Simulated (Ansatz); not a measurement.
Computed frozen-phonon scan: SiC (wurtzite)

Starting cell, SiC (wurtzite):

```yaml
crystal:
  lattice:
    - [6.15095, 0.00000, 0.00000]
    - [-1.53774, 2.66344, 0.00000]
    - [0.00000, 0.00000, 5.04859]
  atoms:
    - { symbol: Si, position: [0.33333, 0.33333, 0.00050] }
    - { symbol: Si, position: [0.83333, 0.33333, 0.00050] }
    - { symbol: Si, position: [0.16667, 0.66667, 0.50050] }
    - { symbol: Si, position: [0.66667, 0.66667, 0.50050] }
    - { symbol: C, position: [0.33333, 0.33333, 0.62470] }
    - { symbol: C, position: [0.83333, 0.33333, 0.62470] }
    - { symbol: C, position: [0.16667, 0.66667, 0.12470] }
    - { symbol: C, position: [0.66667, 0.66667, 0.12470] }
```

The atoms are displaced by Q × the pattern below (from a DFPT mode at M = (0.5, 0.0, 0.0), largest move 1; Q in Å), at fixed cell. (q is in reciprocal vectors of the primitive cell; the cell shown is doubled to hold the pattern.)

```
atom       x       y       z
----  ------  ------  ------
Si1   -0.860  -0.497  -0.117
Si2    0.860   0.497   0.117
Si3    0.860   0.497  -0.117
Si4   -0.860  -0.497   0.117
C5    -0.430  -0.248   0.422
C6     0.430   0.248  -0.422
C7     0.430   0.248   0.422
C8    -0.430  -0.248  -0.422
```

Calculation: r2SCAN (plane waves to 500 eV, PAW, scalar-relativistic; Ansatz, a program for electronic structure). k mesh 6×12×7 (Γ-centred), Fermi-Dirac smearing 0.05 eV. The energy includes the smearing's −TS. SiC was relaxed with its symmetry unable to fall. The PAW data are Ansatz's earlier set. ΔE is measured from the undisplaced structure.

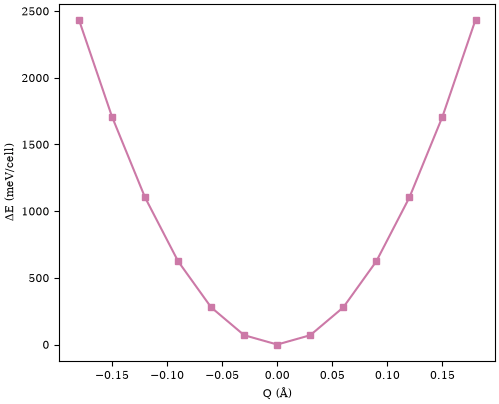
Figure. ΔE (meV/cell) against Q (Å); markers are the computed points, lines only join them.

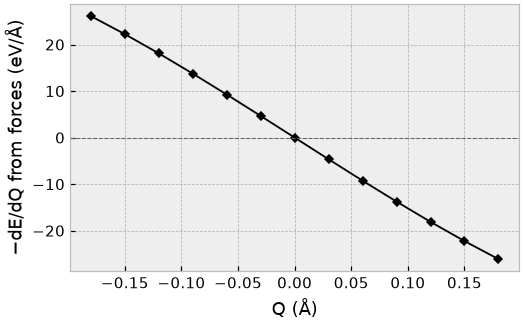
Figure. −dE/dQ from forces (eV/Å) against Q (Å); computed points joined by lines.

The energy at Q = 0.180 Å comes out as 2435 meV/cell. Symmetry of the curve: even: the same for both signs. Shape of the curve: a single well with its minimum at or next to zero displacement. Space group of the distorted cell: Pmn2_1 (No. 31), lowered from P6_3mc. Harmonic wavenumber from the curvature (finite differences): 564 cm⁻¹.

E″ = 155.50 eV/Å², M = Σ mᵢ|uᵢ|² = 132.7 u, ν̃ = 521.5·√(|E″|/M).

(A displaced cell: forces are minus the slopes of the energy, force constants its curvatures, and phonons follow from these.)
